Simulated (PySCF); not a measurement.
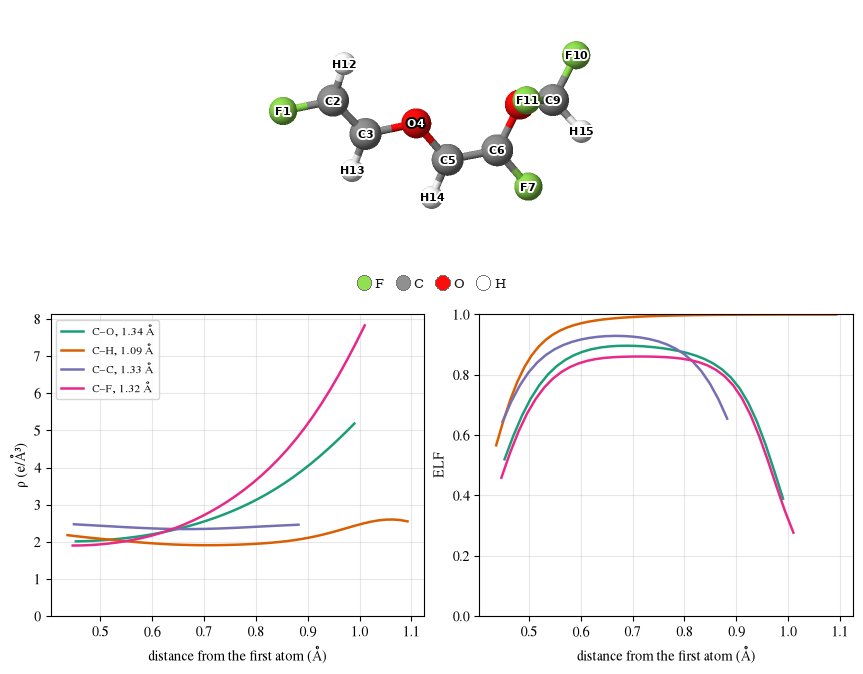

*C5H4F4O2 (SMILES F/C=C/O/C=C(/F)OC(F)F). Total electron density and electron localisation function along straight lines between neighbouring atoms. The curves leave out the atomic cores. The structure is drawn too.*

Geometry: PBE0-D3(BJ)/def2-SVP.

Level of theory: PySCF 2.14.0, wB97X-D/def2-SVPD, SCF density, gas phase.

```xyz
15

F     4.3407    0.1503    0.8915
C     3.0733   -0.2504    0.8428
C     2.1848    0.4105    0.1027
O     0.8950    0.0002    0.0409
C     0.0266    0.7501   -0.6667
C    -1.2258    0.3422   -0.8744
F    -2.0918    1.0985   -1.5451
O    -1.7178   -0.8471   -0.4926
C    -2.6270   -0.8330    0.5466
F    -3.1195   -2.0599    0.6284
F    -2.0054   -0.5381    1.6936
H     2.8439   -1.1366    1.4391
H     2.4707    1.2929   -0.4792
H     0.3676    1.7014   -1.0826
H    -3.4385   -0.1027    0.3815
```

What can be read from the curves?

Answer. C–O (1.34 Å): ρ at the midpoint is about 2.4 e/Å³; the ELF peaks at about 0.90 between the atoms; a polar covalent bond.
C–H (1.09 Å): ρ at the midpoint is about 2 e/Å³; the ELF climbs to about 1 towards the hydrogen, as it does in any bond to H: an ordinary covalent bond to hydrogen.
C–C (1.33 Å): ρ is about 2.3 e/Å³ halfway; the ELF peaks at about 0.95 between the atoms (a multiple bond).
C–F (1.32 Å): ρ at the midpoint is about 2.5 e/Å³; the ELF peaks at about 0.85 between the atoms, as expected for a polar covalent bond.
